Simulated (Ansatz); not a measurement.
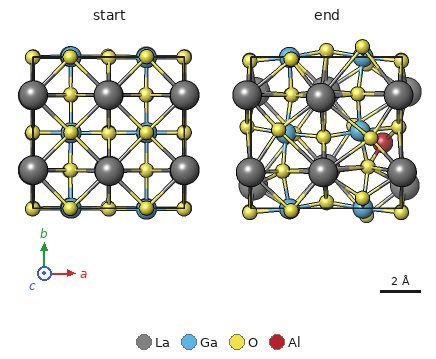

The structure of a defect cell of composition La$_{8}$Ga$_{8}$O$_{24}$Al (cell charge +2) before (left) and after (right) a relaxation, at one scale.

The picture is a ball-and-stick view of the cell of the calculation (origin shifted), seen along the c axis.

These are results of DFT, PBEsol, PAW, plane waves in Ansatz 0.2.0, not measurements. Set-up: plane-wave cutoff 420 eV; k-point mesh 1 × 1 × 1; mesh shifted by (0.25, 0.25, 0.25); collinear spin; atoms relaxed in a fixed cell; force threshold 0.03 eV/Å; at most 80 steps.

**Describe what moved and what it gained.**

After 15 geometry steps the energy has fallen by 17.702 eV per cell of the calculation. Largest force component: 13 eV/Å at the start, 0.016 eV/Å at the end. An O atom moves most: 1.43 Å along [3 1 0]. Largest moves by element: O 1.43 Å, Al 1.06 Å, La 0.78 Å, Ga 0.33 Å. The cell doesn't change. Some distances before and after: Al–La 2.721 → 3.938 Å, La–O 4.295 → 3.202 Å, La–La 3.904 → 2.954 Å, Al–O 2.718 → 1.872 Å. New bonds form: Al–O (2.70 → 2.00 Å), Al–O (2.71 → 1.87 Å), Al–O (2.72 → 1.87 Å), Al–O (2.77 → 2.00 Å). Among the angles between lasting bonds that change: La–O–La 178.8° → 107.6°, La–O–Al 89.7° → 160.3°, La–O–Ga 89.1° → 133.6°. The run took 2.5 min on 7 threads of Arm Neoverse-V2, peak memory 1.6 GiB.

Limits of the set-up: the periodic images lie only 7.7 Å apart, so the values are limited by the cell's size; the cell is charged, on a uniform background, and energies carry no finite-size correction.
